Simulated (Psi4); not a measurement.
## SiNH$_{5}$: excited-state calculation

System: SiNH$_{5}$ (Si(NH2)H3).
Method: TDA (PBE)/cc-pV(T+d)Z, RKS (Psi4 1.11).

The geometry comes from this level: GFN2-xTB.

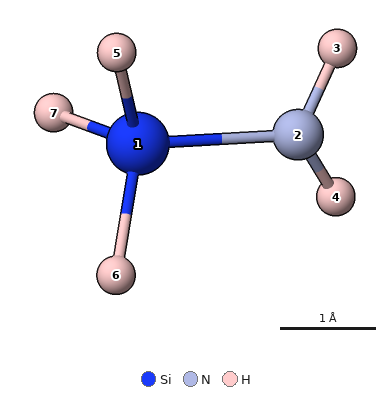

Figure 1. The structure as given in the input (ball-and-stick view, seen at a tilt; atoms are numbered from 1 in the order of the input). Bond lengths as drawn: H–N 1.01 Å, H–Si 1.46 to 1.47 Å and N–Si 1.72 Å.

**Input (h5nsi.dat)**
```python
memory 1600 mb

molecule system {
  0 1
  Si    -0.000690     0.002380    -0.682990
  N      0.090660     0.178690     1.028560
  H      0.707680    -0.428190     1.543790
  H     -0.763660     0.307400     1.545850
  H      1.387750    -0.009920    -1.135540
  H     -0.747920     1.169350    -1.146100
  H     -0.673820    -1.219710    -1.153570
  units angstrom
  symmetry c1
}

set basis cc-pV(T+d)Z
set reference rks
set puream true
set scf_type pk
set dft_radial_points 99
set dft_spherical_points 590
set save_jk true

from psi4.driver.procrouting.response.scf_response import tdscf_excitations
e_tot, wfn = energy('pbe', return_wfn=True)
states = tdscf_excitations(wfn, states=4, tda=True)
print_variables()
```

Machine: 1 thread of Intel Xeon @ 2.50GHz (Skylake/Cascade Lake), 192 GiB of memory available, shared host.

Launched with:
```bash
psi4 -i h5nsi.dat -o h5nsi.out -n 1
```

**What the program printed**
```
Psi4 1.11 release

   => Loading Basis Set <=

    Name: CC-PV(T+D)Z
    Role: ORBITAL
    Keyword: BASIS

         ---------------------------------------------------------
                                   SCF
                              RKS Reference
                        1 Threads,   1525 MiB Core
         ---------------------------------------------------------

  ==> Geometry <==

    Molecular point group: c1
    Full point group: C1

    Geometry (in Angstrom), charge = 0, multiplicity = 1:

       Center              X                  Y                   Z               Mass
    ------------   -----------------  -----------------  -----------------  -----------------
         SI          -0.025351041109    -0.048371847570    -0.575518130265    27.976926534650
         N            0.065998958891     0.127938152430     1.136031869735    14.003074004430
         H            0.683018958891    -0.478941847570     1.651261869735     1.007825032230
         H           -0.788321041109     0.256648152430     1.653321869735     1.007825032230
         H            1.363088958891    -0.060671847570    -1.028068130265     1.007825032230
         H           -0.772581041109     1.118598152430    -1.038628130265     1.007825032230
         H           -0.698481041109    -1.270461847570    -1.046098130265     1.007825032230

  Running in c1 symmetry.

  Rotational constants: A =      2.29409  B =      0.42830  C =      0.41383 [cm^-1]
  Rotational constants: A =  68775.19664  B =  12840.20982  C =  12406.28036 [MHz]
  Nuclear repulsion =   65.167404687729132

  Charge       = 0
  Multiplicity = 1
  Electrons    = 26
  Nalpha       = 13
  Nbeta        = 13

  ==> Algorithm <==

  SCF Algorithm Type is PK.
  DIIS enabled.
  MOM disabled.
  Fractional occupation disabled.
  Guess Type is SAD.
  Energy threshold   = 1.00e-06
  Density threshold  = 1.00e-06
  Integral threshold = 1.00e-12

  ==> Primary Basis <==

  Basis Set: CC-PV(T+D)Z
    Blend: CC-PV(T+D)Z
    Number of shells: 53
    Number of basis functions: 139
    Number of Cartesian functions: 155
    Spherical Harmonics?: true
    Max angular momentum: 3

  ==> DFT Potential <==

   => LibXC <=

    Version 7.1.2

   => Composite Functional: PBE <=

    PBE GGA Exchange-Correlation Functional

    Deriv               =              1
    GGA                 =           TRUE
    Meta                =          FALSE

    Exchange Hybrid     =          FALSE
    MP2 Hybrid          =          FALSE

   => Exchange Functionals <=

    1.0000     XC_GGA_X_PBE

   => Correlation Functionals <=

    1.0000     XC_GGA_C_PBE

   => LibXC Density Thresholds  <==

    XC_GGA_C_PBE:  1.00E-12
    XC_GGA_X_PBE:  1.00E-15

   => Molecular Quadrature <=

    Radial Scheme          =       TREUTLER
    Pruning Scheme         =           NONE
    Nuclear Scheme         =       TREUTLER

    Blocking Scheme        =         OCTREE
    BS radius alpha        =              1
    Pruning alpha          =              1
    Radial Points          =             99
    Spherical Points       =            590
    Total Points           =         390310
    Total Blocks           =           2839
    Max Points             =            256
    Max Functions          =            139
    Weights Tolerance      =       1.00E-15

  ==> Integral Setup <==

  Using in-core PK algorithm.
   Calculation information:
      Number of atoms:                   7
      Number of AO shells:              53
      Number of primitives:            127
      Number of atomic orbitals:       155
      Number of basis functions:       139

      Integral cutoff                 1.00e-12
      Number of threads:                 1

  Performing in-core PK
  Using 94682630 doubles for integral storage.
  We computed 1008263 shell quartets total.
  Whereas there are 1024596 unique shell quartets.

  ==> DiskJK: Disk-Based J/K Matrices <==

    J tasked:                  Yes
    K tasked:                   No
    wK tasked:                  No
    Memory [MiB]:             1029
    Schwarz Cutoff:          1E-12

  Cached 8.3% of DFT collocation blocks in 0.101 [GiB].

  Minimum eigenvalue in the overlap matrix is 1.5196231767E-03.
  Reciprocal condition number of the overlap matrix is 2.4548892846E-04.
    Using symmetric orthogonalization.

  ==> Pre-Iterations <==

  SCF Guess: Superposition of Atomic Densities via on-the-fly atomic UHF (no occupation information).

   -------------------------
    Irrep   Nso     Nmo
   -------------------------
     A        139     139
   -------------------------
    Total     139     139
   -------------------------

  ==> Iterations <==

                        Total Energy        Delta E     RMS |[F,P]|

   @RKS iter SAD:  -346.66623598214824   -3.46666e+02   0.00000e+00
   @RKS iter   1:  -346.69437245870682   -2.81365e-02   6.87384e-03 DIIS/ADIIS
   @RKS iter   2:  -345.43289800923947    1.26147e+00   1.18088e-02 DIIS/ADIIS
   @RKS iter   3:  -347.04379443330180   -1.61090e+00   1.51174e-03 DIIS/ADIIS
   @RKS iter   4:  -347.06685354856853   -2.30591e-02   5.88674e-04 DIIS/ADIIS
   @RKS iter   5:  -347.07039858918733   -3.54504e-03   1.24870e-04 DIIS/ADIIS
   @RKS iter   6:  -347.07056471288570   -1.66124e-04   1.96953e-05 DIIS
   @RKS iter   7:  -347.07056860509476   -3.89221e-06   3.39387e-06 DIIS
   @RKS iter   8:  -347.07056873022162   -1.25127e-07   5.13002e-07 DIIS
  Energy and wave function converged.

  ==> Post-Iterations <==

   Electrons on quadrature grid:
      Ntotal   =   26.0000001523 ; deviation = 1.523e-07

    Orbital Energies [Eh]
    ---------------------

    Doubly Occupied:

       1A    -65.413334     2A    -13.962476     3A     -5.043674
       4A     -3.454931     5A     -3.454022     6A     -3.453624
       7A     -0.770907     8A     -0.485768     9A     -0.439636
      10A     -0.352576    11A     -0.307793    12A     -0.301739
      13A     -0.217179

    Virtual:

      14A     -0.014271    15A      0.036875    16A      0.053390
      17A      0.054833    18A      0.066652    19A      0.075004
      20A      0.174500    21A      0.175740    22A      0.184452
      23A      0.200435    24A      0.231070    25A      0.256489
      26A      0.279093    27A      0.304992    28A      0.333248
      29A      0.369586    30A      0.399714    31A      0.457952
      32A      0.466509    33A      0.496431    34A      0.562083
      35A      0.584449    36A      0.612451    37A      0.627658
      38A      0.636906    39A      0.678461    40A      0.700393
      41A      0.805895    42A      0.822026    43A      0.823230
      44A      0.848392    45A      0.887508    46A      0.924803
      47A      0.929884    48A      0.945019    49A      0.975857
      50A      1.029024    51A      1.086024    52A      1.125289
      53A      1.190441    54A      1.201628    55A      1.202493
      56A      1.265901    57A      1.313027    58A      1.325389
      59A      1.349943    60A      1.355203    61A      1.407960
      62A      1.498580    63A      1.512949    64A      1.516744
      65A      1.566127    66A      1.600322    67A      1.678596
      68A      1.700416    69A      1.710520    70A      2.240052
      71A      2.254777    72A      2.374249    73A      2.401767
      74A      2.446894    75A      2.628428    76A      2.741073
      77A      2.840895    78A      2.941325    79A      3.012124
      80A      3.078198    81A      3.103558    82A      3.112297
      83A      3.146503    84A      3.191233    85A      3.203916
      86A      3.240902    87A      3.258833    88A      3.295222
      89A      3.358783    90A      3.364323    91A      3.383631
      92A      3.401561    93A      3.446762    94A      3.486916
      95A      3.497683    96A      3.540881    97A      3.589856
      98A      3.599378    99A      3.630827   100A      3.632992
     101A      3.716511   102A      3.734973   103A      3.789177
     104A      3.810337   105A      3.812269   106A      3.879311
     107A      3.898786   108A      3.903933   109A      3.907937
     110A      3.980748   111A      4.025878   112A      4.029646
     113A      4.072985   114A      4.079849   115A      4.149159
     116A      4.164678   117A      4.240947   118A      4.300239
     119A      4.456794   120A      4.491546   121A      4.546522
     122A      4.587643   123A      4.682310   124A      4.700288
     125A      4.758805   126A      4.939361   127A      5.129800
     128A      5.405022   129A      5.436695   130A      5.470348
     131A      5.516413   132A      5.557480   133A      5.704560
     134A      5.739611   135A      5.767774   136A      5.910259
     137A      5.930574   138A      6.705351   139A     11.855498

    Final Occupation by Irrep:
              A
    DOCC [    13 ]
    NA   [    13 ]
    NB   [    13 ]

  @RKS Final Energy:  -347.07056873022162

   => Energetics <=

    Nuclear Repulsion Energy =             65.1674046877291318
    One-Electron Energy =                -608.2139727076049667
    Two-Electron Energy =                 225.4668690063840586
    DFT Exchange-Correlation Energy =     -29.4908697167298470
    Empirical Dispersion Energy =           0.0000000000000000
    VV10 Nonlocal Energy =                  0.0000000000000000
    Total Energy =                       -347.0705687302216234

Computation Completed

Properties will be evaluated at   0.000000,   0.000000,   0.000000 [a0]

Properties computed using the SCF density matrix

 Multipole Moments:

 ------------------------------------------------------------------------------------
     Multipole            Electronic (a.u.)      Nuclear  (a.u.)        Total (a.u.)
 ------------------------------------------------------------------------------------

 L = 1.  Multiply by 2.5417464519 to convert [e a0] to [Debye]
 Dipole X            :          0.0834051           -0.2006834           -0.1172783
 Dipole Y            :          0.1698434           -0.4090653           -0.2392220
 Dipole Z            :          0.2419404            0.1639500            0.4058904
 Magnitude           :                                                    0.4855186

 ------------------------------------------------------------------------------------

	total time  =         46 seconds =       0.77 minutes

******************************************************************************************
**********                               WARNING                                **********
**********       The names of excited state variables changed between 1.5       **********
**********     and 1.6. For a quick solution, remove the symmetry specifier     **********
**********   from the variable name. For full details, see 'Notes on Psivars'   **********
**********                        in the documentation.                         **********
******************************************************************************************

         ---------------------------------------------------------
                         TDSCF excitation energies
         ---------------------------------------------------------

  ==> Options <==

     Residual threshold  : 1.0000e-04
     Initial guess       : denominators
     Reference           : RHF
     Solver type         : TDA (Davidson)

  ==> Requested Excitations <==

      4 singlet states with A symmetry

  ==> Seeking the lowest 4 singlet states with A symmetry

                         Generalized Davidson Solver

  ==> Options <==

    Max number of iterations        = 60
    Eigenvector tolerance           = 1.0000e-04
    Max number of expansion vectors = 800

  => Iterations <=
                           Max[D[value]]     Max[|R|]   # vectors
  DavidsonSolver iter   1:   2.85218e-01  5.56839e-02     16
  DavidsonSolver iter   2:   2.32269e-03  1.41500e-02     20
  DavidsonSolver iter   3:   3.44186e-04  2.40996e-03     24
  DavidsonSolver iter   4:   5.18396e-06  2.03986e-04     28
  DavidsonSolver iter   5:   3.57951e-08  7.14157e-05     29      Converged

******************************************************************************************
**********                               WARNING                                **********
**********  Length-gauge rotatory strengths are **NOT** gauge-origin invariant  **********
******************************************************************************************

                                    Excitation Energy         Total Energy        Oscillator Strength             Rotatory Strength
     #   Sym: GS->ES (Trans)        au              eV              au          au (length)    au (velocity)    au (length)    au (velocity)
    ---- -------------------- --------------- --------------- --------------- --------------- --------------- --------------- ---------------
     1        A->A (1 A)       0.20886         5.68334        -346.86171       0.0130          0.0240         -0.0010          0.0000
     2        A->A (1 A)       0.25591         6.96358        -346.81466       0.0018          0.0022          0.0021         -0.0004
     3        A->A (1 A)       0.27579         7.50458        -346.79478       0.0191          0.0239         -0.0005         -0.0004
     4        A->A (1 A)       0.28255         7.68846        -346.78802       0.0076          0.0076          0.0051          0.0079

Contributing excitations
Only contributions with abs(coeff) > 1.00e-01 will be printed:

Excited State    1 (1 A):   0.20886 au   218.15 nm f = 0.0130
  Sums of squares: Xssq =  1.000000e+00
     13a  ->  14a     0.994994 (99.001%)

Excited State    2 (1 A):   0.25591 au   178.05 nm f = 0.0018
  Sums of squares: Xssq =  1.000000e+00
     13a  ->  15a     0.997430 (99.487%)

Excited State    3 (1 A):   0.27579 au   165.21 nm f = 0.0191
  Sums of squares: Xssq =  1.000000e+00
     11a  ->  14a    -0.131783 ( 1.737%)
     13a  ->  16a     0.592790 (35.140%)
     13a  ->  17a     0.786838 (61.911%)

Excited State    4 (1 A):   0.28255 au   161.26 nm f = 0.0076
  Sums of squares: Xssq =  1.000000e+00
     13a  ->  16a     0.599633 (35.956%)
     13a  ->  17a    -0.392006 (15.367%)
     13a  ->  18a     0.687536 (47.271%)

******************************************************************************************
**********                               WARNING                                **********
**********       The names of excited state variables changed between 1.5       **********
**********     and 1.6. For a quick solution, remove the symmetry specifier     **********
**********   from the variable name. For full details, see 'Notes on Psivars'   **********
**********                        in the documentation.                         **********
******************************************************************************************

  Variable Map:
  ----------------------------------------------------------------------------
  "CURRENT ENERGY"              =>    -347.070568730222
  "CURRENT REFERENCE ENERGY"    =>    -347.070568730222
  "DD SOLVATION ENERGY"         =>       0.000000000000
  "DFT FUNCTIONAL TOTAL ENERGY" =>    -347.070568730222
  "DFT TOTAL ENERGY"            =>    -347.070568730222
  "DFT VV10 ENERGY"             =>       0.000000000000
  "DFT XC ENERGY"               =>     -29.490869716730
  "GRID ELECTRONS ALPHA"        =>      13.000000076157
  "GRID ELECTRONS BETA"         =>      13.000000076157
  "GRID ELECTRONS TOTAL"        =>      26.000000152315
  "NUCLEAR REPULSION ENERGY"    =>      65.167404687729
  "ONE-ELECTRON ENERGY"         =>    -608.213972707605
  "PCM POLARIZATION ENERGY"     =>       0.000000000000
  "PE ENERGY"                   =>       0.000000000000
  "SCF ITERATION ENERGY"        =>    -347.070568730222
  "SCF ITERATIONS"              =>       8.000000000000
  "SCF TOTAL ENERGY"            =>    -347.070568730222
  "TWO-ELECTRON ENERGY"         =>     225.466869006384
  "XC GRID RADIAL POINTS"       =>      99.000000000000
  "XC GRID SPHERICAL POINTS"    =>     590.000000000000
  "XC GRID TOTAL POINTS"        =>  390310.000000000000

  Array Variable Map:
  ----------------------------------------------------------------------------
  "CURRENT DIPOLE"              =>      -0.117278264221 ... 0.405890394056 1 by 3
  "SCF DIPOLE"                  =>      -0.117278264221 ... 0.405890394056 1 by 3
  "SCF TOTAL ENERGIES"          =>    -346.666235982148 ... -347.070568730222 1 by 9

    Psi4 run time: 0:01:53.99
```

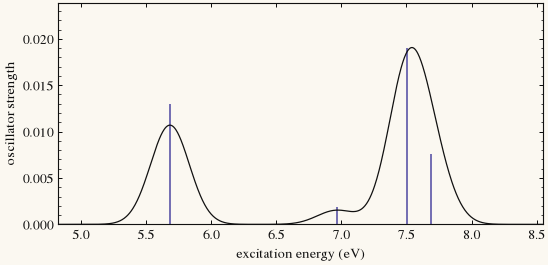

Figure 2. Computed excitations as sticks (degenerate states added up, dark ones marked on the axis), with a Gaussian envelope of 0.35 eV full width at half maximum, scaled to the tallest. Of the 4 states the lowest lies at 5.68 eV (f = 0.013); the strongest line is at 7.50 eV, or 165 nm (f = 0.019).

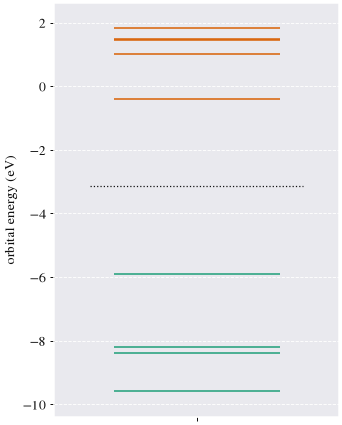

Figure 3. Orbital energies near the frontier; the dotted line parts filled from empty levels, and levels within 0.02 eV of each other stand side by side. Highest filled −5.91 eV, lowest empty −0.39 eV, 5.52 eV apart.

**Summary**

| quantity | value |
| --- | --- |
| outcome | converged |
| total energy | −347.070569 hartree |
| basis functions | 139 |
| HOMO | −5.91 eV |
| LUMO | −0.39 eV |
| dipole moment | 1.23 D |
| lowest excitation | 5.68 eV |
| wall time | 1.9 min |
| peak memory | 1.2 GiB |
